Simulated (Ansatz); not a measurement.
The figure comes from a scan of Cs (bcc, W type): a phonon pattern at N = (0.5, 0.0, 0.0) is frozen into a 2-atom cell, Q being the largest atomic displacement. Calculation: PBE (plane waves to 420 eV, PAW, scalar-relativistic; Ansatz, an electronic-structure program). k mesh 11×11×11 (Γ-centred), Fermi-Dirac smearing 0.05 eV. Energies are smeared free energies. With partly filled bands, energies and forces of such displacements shift with the k mesh and the smearing. Cs was relaxed with its symmetry unable to fall. The PAW data are Ansatz's earlier set. The zero of ΔE is the undisplaced structure.

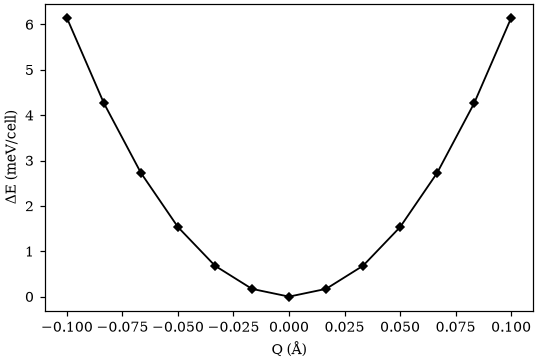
Fig. 1. ΔE (meV/cell) against Q (Å); computed points joined by lines.

Q: List the plotted points as numbers.

A: To the nearest 0.1:

```
Q (Å)   ΔE (meV/cell)
------  -------------
-0.100            6.1
-0.083            4.3
-0.067            2.7
-0.050            1.5
-0.033            0.7
-0.017            0.2
0.000             0.0
0.017             0.2
0.033             0.7
0.050             1.5
0.067             2.7
0.083             4.3
0.100             6.1
```

(A displaced cell: forces are minus the slopes of the energy, force constants its curvatures, and phonons follow from these.)
